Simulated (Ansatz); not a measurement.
# What BaPbO3 (Pm-3m) distorts into, part 2 of 3

Aim: this structure of BaPbO3 (Pm-3m) is to be tested for unstable modes, and one is followed downhill.

Ansatz 0.2.0; DFT PBEsol, scalar-relativistic, plane waves, PAW; PAW set soft_1.

So far, highest frequency on the path or at a solved wavevector (cm⁻¹): step 2 (the dispersion) 660. Also lowest frequency on the path (cm⁻¹): step 2 -163.

### 4. The mode frozen in, largest atomic shift 0.32 Å

The atoms are moved along the unstable eigenvector, the largest shift by 0.32 Å, with the cell fixed.

input.yaml

```yaml
crystal:
  lattice:
    - [4.2810684894, 4.2810684894, 0.0]
    - [4.2810684894, 0.0, 4.2810684894]
    - [4.2810684894, 0.0, -4.2810684894]
  atoms:
    - { symbol: Ba, position: [0.5, 0.25, 0.75] }
    - { symbol: Ba, position: [0.5, 0.75, 0.25] }
    - { symbol: Pb, position: [0.0, 0.5, 0.5] }
    - { symbol: Pb, position: [0.0, 0.0, 1.0] }
    - { symbol: O, position: [0.5, 0.6971453983, 0.75] }
    - { symbol: O, position: [0.5, 0.3028546017, 0.25] }
    - { symbol: O, position: [-0.0528546017, 0.8028546017, 0.3028546017] }
    - { symbol: O, position: [0.0528546017, 0.1971453983, 0.6971453983] }
    - { symbol: O, position: [-0.0528546017, 0.75, 0.8028546017] }
    - { symbol: O, position: [0.0528546017, 0.25, 0.1971453983] }
kpoints:
  mp_grid: { grid: [8, 8, 8] }
hamiltonian:
  xc: pbesol
  pseudopotentials: { kind: paw, azcp: { folder: soft_1 }, xc_functional: pbe }
scf:
  occupations: { method: methfessel_paxton, width: 0.2 }
output:
  forces: true
  stress: true
  eigenvalues: true
```

Run with:

```
$ ansatz run input.yaml --threads 4 --pin off --max-ram 10240MiB --backend cpu --events-out ev --progress --plain --runs-dir out
```

Numbers of over 12 decimals in the logs are rounded to 6 here.

Output:

```text
[...]
Crystal: 10 atoms, lattice volume = 156.923 Å³
Basis set: ecut = 420 eV, 3119 PW (Γ), exchange–correlation on 90×90×90 points (8 copies of the dense FFT grid, shifted against one another)
Bands: 52, of which v1, the nominal top of the filled ones, is band 42 counted from 1 (41 counted from 0)
Symmetry: 12 space group operations
[...]
k-points: 65 of 512
[...]
k-point 0: bands = [... 38 lower, 8.7156, 8.7156, 8.9084, 8.9084, 9.2132, 13.7613, 14.0476, 14.0476, ... 4 higher]
  k-point 1: bands = [... 38 lower, 8.6372, 8.6924, 8.7637, 8.8340, 9.3249, 13.8815, 14.0196, 14.2666, ... 4 higher]
  k-point 2: bands = [... 38 lower, 8.5022, 8.5517, 8.6779, 8.7466, 9.7488, 13.4526, 14.4556, 14.8040, ... 4 higher]
  k-point 64: bands = [... 38 lower, 8.5038, 8.5038, 8.5038, 8.5038, 11.6657, 11.6657, 15.5985, 15.5985, ... 4 higher]
[key lines of the parts left out:]
SCF converged after 9 iterations
Free energy (F): -38607.268462 eV
Fermi energy:    8.973907 eV
P = ⅓ Tr σ = -0.1220 GPa (-1.220 kbar)
```

Elapsed: 9 s, on 4 threads of Arm Neoverse V2, shared host; peak memory 0.76 GiB; 34 s of CPU time.

Numbers from this step:

* pressure: -0.1220 GPa
* gap on the k-mesh: 0.2717 eV
* energy from the undistorted cell: -27.05 meV/atom

The energy, extrapolated to zero smearing, is -27.05 meV/atom against the undistorted cell.

The run ends at a pressure of -0.12 GPa, with forces up to 0.11 eV/Å.

### 5. Energy along the mode, all amplitudes (two of the runs are shown above)

An imaginary frequency means negative curvature, so the energy should fall and then rise again as anharmonic terms take over.

This step gave:

| Property | Result |
| --- | --- |
| depth at the lowest point sampled | 27.05 meV/atom |
| largest atomic shift at that point | 0.32 Å |

The energy from the parent by largest atomic shift:

```tsv
largest atomic shift (Å)	energy from the parent (meV/atom)
0.000	0
0.040	-0.701
0.080	-2.75
0.140	-7.98
0.220	-17.2
0.320	-27.1
0.450	-23.0
0.600	36.9
```

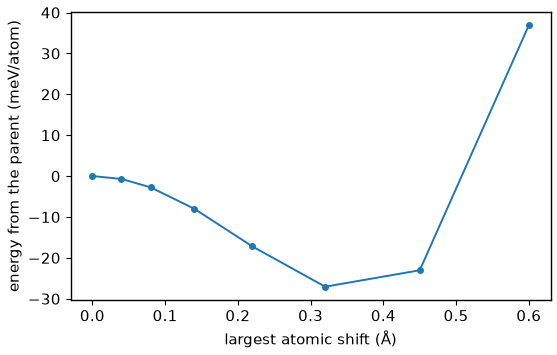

Energy from the parent, plotted against largest atomic shift.

Displacement at unit largest shift by atom:

```tsv
atom	x (Å)	y (Å)	z (Å)	size
Ba1	0.000	0.000	0.000	0.000
Ba2	0.000	0.000	0.000	0.000
Pb3	0.000	0.000	0.000	0.000
Pb4	0.000	0.000	0.000	0.000
O5	-0.707	0.000	-0.707	1.000
O6	0.707	0.000	0.707	1.000
O7	0.707	-0.707	0.000	1.000
O8	-0.707	0.707	0.000	1.000
O9	0.000	-0.707	-0.707	1.000
O10	0.000	0.707	0.707	1.000
```

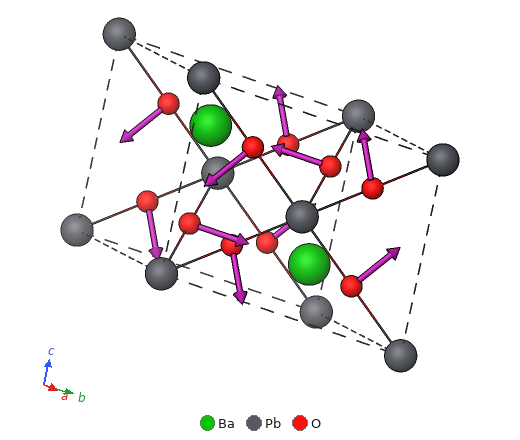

Displacement at unit largest shift as arrows, the longest 1.000 Å. Some periodic images of atoms are drawn too.

The lowest of the steps tried is at 0.32 Å, 27.1 meV/atom below the parent; the bottom of the well need not coincide with a step.

### 6. Relaxation from the frozen mode

Starting from the lowest point found, all atoms and the cell are let go, so that strain and other modes of the same symmetry can join in.

Changes to input.yaml since step 4:

```diff
@@ -27 +27,6 @@
   eigenvalues: true
+relax:
+  adjacent_minimum: "off"
+  f_tol: 0.002
+  max_steps: 120
+  cell: { stress_tol: 0.03 }
```

Output:

```text
[...]
Crystal: 10 atoms, lattice volume = 156.923 Å³
Basis set: ecut = 420 eV, 3119 PW (Γ), exchange–correlation on 90×90×90 points (8 copies of the dense FFT grid, shifted against one another)
Bands: 52, of which v1, the nominal top of the filled ones, is band 42 counted from 1 (41 counted from 0)
Symmetry: 12 space group operations
[...]
k-points: 65 of 512
[...]
SCF iter   1: F=—  HF=-38610.615940 eV  |F-HF|=—  |Δ(HF+E_count)|=         —  Δρ=5.90e-2  dr2=8.46e0  ethr=3.10e-3  ⟨swp⟩=14.3  Hψ=20696  notcnv=0
[...]
SCF iter   9: F=-38607.268462 eV  HF=-38607.268462 eV  |F-HF|=3.88e-9  |Δ(HF+E_count)|=   1.60e-7  S|Δr|=    0.00e0  Δρ=2.75e-6  dr2=1.38e-8  ethr=1.19e-10  ⟨swp⟩=19.2  Hψ=24126  notcnv=0
SCF 1 converged in 9 iterations: F = -38607.268462 eV  dr2 = 1.38e-8
[...]
relax step   1: F+E_penalty+E_count = -38607.26846216 eV  Δ(F+E_penalty+E_count) = +0.000e0 eV  max|allowed force component| = 7.535e-2 eV/Å  Δτ_max = 0.0000 Å  P = -0.122 GPa  Ω = 156.923 Å³  (9 SCF iters, dr2 threshold 1.00e-7 eV, accepted)
Crystal: 10 atoms, lattice volume = 155.511 Å³
Basis set: ecut = 420 eV, 3011 PW (Γ), exchange–correlation on 90×90×90 points (8 copies of the dense FFT grid, shifted against one another)
[...]
SCF iter   5: F=-38607.289787 eV  HF=-38607.289787 eV  |F-HF|=1.34e-7  |Δ(HF+E_count)|=   6.49e-6  S|Δr|=    0.00e0  Δρ=2.43e-5  dr2=5.77e-7  ethr=1.19e-9  ⟨swp⟩=10.3  Hψ=22000  notcnv=0
SCF 2 converged in 5 iterations: F = -38607.289787 eV  dr2 = 5.77e-7
[...]
relax step   2: F+E_penalty+E_count = -38607.28978744 eV  Δ(F+E_penalty+E_count) = -2.133e-2 eV  max|allowed force component| = 4.926e-2 eV/Å  Δτ_max = 0.0439 Å  P = +0.729 GPa  Ω = 155.511 Å³  energy of the carried Pulay correction = +2.896e-3 eV  (5 SCF iters, dr2 threshold 1.00e-6 eV, accepted)
Crystal: 10 atoms, lattice volume = 156.926 Å³
Basis set: ecut = 420 eV, 3053 PW (Γ), exchange–correlation on 90×90×90 points (8 copies of the dense FFT grid, shifted against one another)
[...]
SCF iter   5: F=-38607.302482 eV  HF=-38607.302482 eV  |F-HF|=4.15e-7  |Δ(HF+E_count)|=   2.75e-7  S|Δr|=    0.00e0  Δρ=2.11e-5  dr2=5.04e-7  ethr=1.19e-9  ⟨swp⟩=11.4  Hψ=19182  notcnv=0
SCF 3 converged in 5 iterations: F = -38607.302482 eV  dr2 = 5.04e-7
relax step   3: F+E_penalty+E_count = -38607.30248156 eV  Δ(F+E_penalty+E_count) = -1.269e-2 eV  max|allowed force component| = 2.769e-2 eV/Å  Δτ_max = 0.0051 Å  P = -0.254 GPa  Ω = 156.926 Å³  energy of the carried Pulay correction = -5.232e-6 eV  (5 SCF iters, dr2 threshold 1.00e-6 eV, accepted)
[...]
relax step   4: F+E_penalty+E_count = -38607.30557798 eV  Δ(F+E_penalty+E_count) = -3.096e-3 eV  max|allowed force component| = 3.672e-3 eV/Å  Δτ_max = 0.0160 Å  P = +0.110 GPa  Ω = 156.489 Å³  energy of the carried Pulay correction = +8.883e-4 eV  (5 SCF iters, dr2 threshold 4.21e-7 eV, accepted)
[...]
relax step   5: F+E_penalty+E_count = -38607.30538918 eV  Δ(F+E_penalty+E_count) = +1.888e-4 eV  max|allowed force component| = 7.260e-5 eV/Å  Δτ_max = 0.0016 Å  P = +0.001 GPa  Ω = 156.624 Å³  energy of the carried Pulay correction = +6.104e-4 eV  (4 SCF iters, dr2 threshold 5.13e-8 eV, accepted)
[...]
relax step   6: F+E_penalty+E_count = -38607.30571117 eV  Δ(F+E_penalty+E_count) = -3.220e-4 eV  max|allowed force component| = 3.144e-4 eV/Å  Δτ_max = 0.0000 Å  P = +0.001 GPa  Ω = 156.624 Å³  stress off target by 6.86e-2 GPa  SCF on the basis re-selected at this cell (its energy is not comparable with the rows above)  (5 SCF iters)
[...]
relax step   7: F+E_penalty+E_count = -38607.30574138 eV  Δ(F+E_penalty+E_count) = -3.021e-5 eV  max|allowed force component| = 2.537e-8 eV/Å  Δτ_max = 0.0003 Å  P = -0.001 GPa  Ω = 156.620 Å³  energy of the carried Pulay correction = +1.370e-6 eV  (4 SCF iters, dr2 threshold 1.18e-8 eV, accepted)
[...]
SCF iter   4: F=-38607.305793 eV  HF=-38607.305793 eV  |F-HF|=5.09e-11  |Δ(HF+E_count)|=   3.21e-8  S|Δr|=    0.00e0  Δρ=1.78e-7  dr2=2.57e-11  ethr=1.00e-12  ⟨swp⟩=10.2  Hψ=21409  notcnv=0
SCF 8 converged in 4 iterations: F = -38607.305793 eV  dr2 = 2.57e-11
relax step   8: F+E_penalty+E_count = -38607.30579320 eV  Δ(F+E_penalty+E_count) = -5.182e-5 eV  max|allowed force component| = 1.187e-5 eV/Å  Δτ_max = 0.0000 Å  P = -0.001 GPa  Ω = 156.620 Å³  stress off target by 6.57e-3 GPa  SCF on the basis re-selected at this cell (its energy is not comparable with the rows above)  (4 SCF iters)
[...]
SCF converged after 4 iterations
[...]
Free energy (F): -38607.305793 eV
[...]
Internal energy: -38607.329832 eV  (E = F + TS)
E sigma→0 (E₀):  -38607.311803 eV
Entropy (-TS):   0.024039 eV (2.404 meV/atom)
Fermi energy:    8.978892 eV
[...]
--- Forces (eV/Å), atoms counted from 1 ---
  atom   1  Ba     0.00000000    -0.00000000    -0.00000000
  atom   2  Ba    -0.00000000     0.00000000     0.00000000
  atom   3  Pb    -0.00000000    -0.00000000     0.00000000
  atom   4  Pb    -0.00000000     0.00000000    -0.00000000
  atom   5  O      0.00001187    -0.00000000     0.00001187
  atom   6  O     -0.00001187     0.00000000    -0.00001187
  atom   7  O     -0.00001187     0.00001187    -0.00000000
  atom   8  O      0.00001187    -0.00001187     0.00000000
  atom   9  O     -0.00000000     0.00001187     0.00001187
  atom  10  O      0.00000000    -0.00001187    -0.00001187
  max |Σ_I F_I| component: 1.04e-17 eV/Å
--- Stress (GPa, compression-positive) ---
       -0.001211      -0.002681       0.002681
       -0.002681      -0.001211       0.002681
        0.002681       0.002681      -0.001211
  P = ⅓ Tr σ = -0.0012 GPa (-0.012 kbar)
--- Band table (eV; the first three rows and the last of 65) ---
  k-point 0: bands = [... 38 lower, 8.5698, 8.5698, 8.8875, 8.8875, 9.2888, 13.5405, 14.2195, 14.2195, ... 6 higher]
  k-point 1: bands = [... 38 lower, 8.5489, 8.5580, 8.7647, 8.8268, 9.4123, 13.6940, 14.0783, 14.4243, ... 6 higher]
  k-point 2: bands = [... 38 lower, 8.4968, 8.5794, 8.6189, 8.7494, 9.8018, 13.3664, 14.3204, 14.9408, ... 6 higher]
  k-point 64: bands = [... 38 lower, 8.4288, 8.4288, 8.4288, 8.4288, 11.6052, 11.6052, 15.6869, 15.6869, ... 6 higher]
--- Relaxed structure (6 steps of the walk, 6 accepted, 2 SCFs on fresh bases) ---
  F+E_penalty+E_count = -38607.30579320 eV   max|allowed force component| = 1.187e-5 eV/Å   (the final SCF, on the basis selected at the relaxed cell)
  cell:  # Å, volume = 156.6202 Å³
    - [4.245854, 4.245854, 0.065422]
    - [4.311276, 6.938893903907228e-18, 4.311276]
    - [4.245854, -0.065422, -4.245854]
  atoms:
    - { symbol: Ba, position: [0.500000, 0.250000, 0.750000] }
    - { symbol: Ba, position: [0.5, 0.750000, 0.250000] }
    - { symbol: Pb, position: [-9.622294280808852e-19, 0.500000, 0.500000] }
    - { symbol: Pb, position: [0.0, 0.0, 1.0] }
    - { symbol: O, position: [0.500000, 0.686606, 0.750000] }
    - { symbol: O, position: [0.500000, 0.313394, 0.250000] }
    - { symbol: O, position: [-0.063394, 0.813394, 0.313394] }
    - { symbol: O, position: [0.063394, 0.186606, 0.686606] }
    - { symbol: O, position: [-0.063394, 0.750000, 0.813394] }
    - { symbol: O, position: [0.063394, 0.250000, 0.186606] }
```

Elapsed: 59 s, on 4 threads; peak memory 0.8 GiB; 3.8 min of CPU time.

Relaxation path:

```tsv
step	energy less that of the first step (eV)	largest force component (eV/Å)	pressure (GPa)	volume (Å³)
1	0.0000	0.0753	-0.12	156.92
2	-0.0213	0.0493	0.73	155.51
3	-0.0340	0.0277	-0.25	156.93
4	-0.0371	0.0037	0.11	156.49
5	-0.0369	0.0001	0.00	156.62
6*	-0.0372	0.0003	0.00	156.62
7	-0.0373	0.0000	0.00	156.62
8*	-0.0373	0.0000	0.00	156.62
```

Relaxation steps marked * repeat the geometry before them on a plane-wave basis chosen anew for their cell, so energy and pressure can jump there.

Forces are held to the 12 operations that the run works with; a distortion that breaks them can't arise in this run.

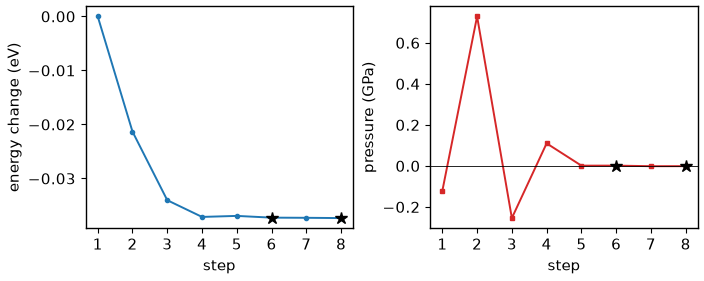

Energy and pressure along the relaxation. Stars mark steps on a basis chosen anew.

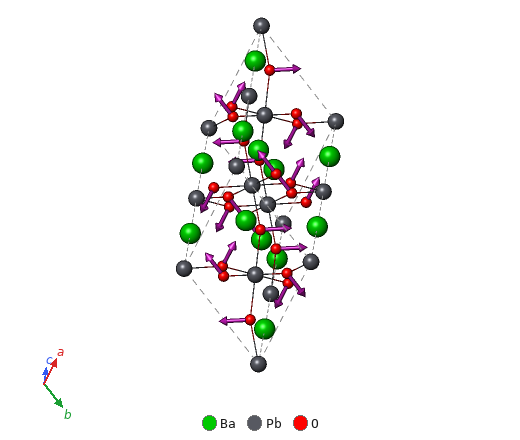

Displacements in the relaxation, exaggerated, measured against the changing cell; the longest in the cell stands for 0.06 Å. Bonds to atoms that aren't drawn are left out. Some periodic images of atoms are drawn too.

```tsv
conventional cell, symmetrised	before	after	change
a (Å)	6.054	6.097	+0.7 %
b (Å)	6.054	6.097	+0.7 %
c (Å)	14.830	14.595	-1.6 %
volume (Å³/atom)	15.69	15.66	-0.2 %
```

The atoms that moved most (Å, as changes of fractional coordinates times the final cell):

```tsv
atom	dx	dy	dz	length
O5	-0.045	0.000	-0.045	0.064
O7	0.045	-0.045	0.000	0.064
O6	0.045	0.000	0.045	0.064
O10	0.000	0.045	0.045	0.064
O9	0.000	-0.045	-0.045	0.064
O8	-0.045	0.045	0.000	0.064
```

Numbers from this step:

* pressure: -0.001211 GPa
* volume per atom: 15.66 Å³
* gap on the k-mesh: 0.3280 eV

The distorted start has space group R-3c; the relaxation ends in R-3c.

### 7. The new phase in its own primitive cell

The relaxed structure is symmetrised, reduced to its primitive cell and relaxed tightly, as its phonons need.

input.yaml

```yaml
crystal:
  lattice:
    - [3.0485322117, 1.760070893, 4.8649179392]
    - [-3.0485322117, 1.760070893, 4.8649179392]
    - [0.0, -3.5201417861, 4.8649179392]
  atoms:
    - { symbol: Ba, position: [0.75, 0.75, 0.75] }
    - { symbol: Ba, position: [0.25, 0.25, 0.25] }
    - { symbol: Pb, position: [0.0, 0.0, 0.0] }
    - { symbol: Pb, position: [0.5, 0.5, 0.5] }
    - { symbol: O, position: [0.186606256, 0.75, 0.313393744] }
    - { symbol: O, position: [0.813393744, 0.25, 0.686606256] }
    - { symbol: O, position: [0.313393744, 0.186606256, 0.75] }
    - { symbol: O, position: [0.686606256, 0.813393744, 0.25] }
    - { symbol: O, position: [0.25, 0.686606256, 0.813393744] }
    - { symbol: O, position: [0.75, 0.313393744, 0.186606256] }
kpoints:
  mp_grid: { grid: [9, 9, 9] }
hamiltonian:
  xc: pbesol
  pseudopotentials: { kind: paw, azcp: { folder: soft_1 }, xc_functional: pbe }
scf:
  occupations: { method: fixed }
output:
  forces: true
  stress: true
  eigenvalues: true
relax:
  adjacent_minimum: "off"
  f_tol: 0.001
  max_steps: 60
  cell: { stress_tol: 0.01 }
```

Output:

```text
[...]
Crystal: 10 atoms, lattice volume = 156.620 Å³
Basis set: ecut = 420 eV, 3053 PW (Γ), exchange–correlation on 90×90×90 points (8 copies of the dense FFT grid, shifted against one another)
Bands: 52, of which v1, the nominal top of the filled ones, is band 42 counted from 1 (41 counted from 0)
Symmetry: 12 space group operations
[...]
k-points: 85 of 729
[...]
- { symbol: Pb, position: [0, 0, 0] }
    - { symbol: Pb, position: [0.500000, 0.500000, 0.500000] }
    - { symbol: O, position: [0.186630, 0.75, 0.313370] }
    - { symbol: O, position: [0.813370, 0.25, 0.686630] }
    - { symbol: O, position: [0.313370, 0.186630, 0.75] }
    - { symbol: O, position: [0.686630, 0.813370, 0.25] }
    - { symbol: O, position: [0.250000, 0.686630, 0.813370] }
    - { symbol: O, position: [0.750000, 0.313370, 0.186630] }
[key lines of the parts left out:]
SCF converged after 5 iterations
Free energy (F): -38607.314263 eV
Fermi energy:    8.952006 eV
P = ⅓ Tr σ = 0.0014 GPa (0.014 kbar)
```

Wall time 42 s (4 threads); peak memory 0.86 GiB; 2.7 min of CPU time.

Little changed from the start: no atom moved by 0.005 Å and no cell edge by 0.1 %.

This step gave:

```
pressure           : 0.001351 GPa
gap on the k-mesh  : 0.3336 eV
volume per atom    : 15.67 Å³
direct gap on mesh : 0.4004 eV
```

The largest force component left is 0.081 meV/Å and the pressure is 0.001 GPa, within the tolerances set. The cell now holds 15.67 Å³/atom.

[end of part 2 of 3]

[Logs are printed without paths, hosts, clocks, repeated set-up lines and the standing remarks that a program may print on its own settings, such as how far it seeks lower states.]

[Hosts, paths, dates, database ids (printed as entryN), source tags and the programs' standing remarks are cut or masked in the printed files.]
